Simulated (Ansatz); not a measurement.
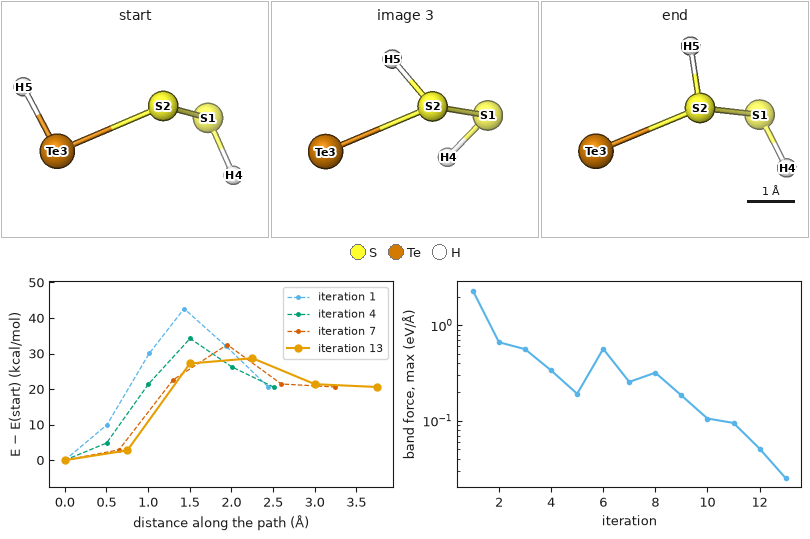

A search for the minimum-energy path of H2TeS2 by the nudged elastic band. Images are numbered from 0 (start) to 5 (end). The plot follows the band through its iterations. The picture is a ball-and-stick view, seen at a tilt.

All numbers below come from UKS B3LYP/def2-SVP in Ansatz 0.2.0. Set-up: 4 movable images; no climbing image; force threshold 0.03 eV/Å; iteration limit 60; starting path through a guess of the saddle point.

**Judge this run.**

The run is converged, with reservations. The band converged in 13 iterations. The largest component of the band force went from 2.3 to 0.025 eV/Å. No image climbed, so the highest image needn't lie on the saddle point, and the true maximum along this path can be higher. The first iteration put the highest image at 42.6 kcal/mol. The energy climbs by 28.7 kcal/mol to image 3 and then falls by 8.1 kcal/mol, so the end point sits at +20.6 kcal/mol.

Cost: 2.2 min on 2 threads of Arm Neoverse V2 (shared host), peak memory 0.23 GiB.
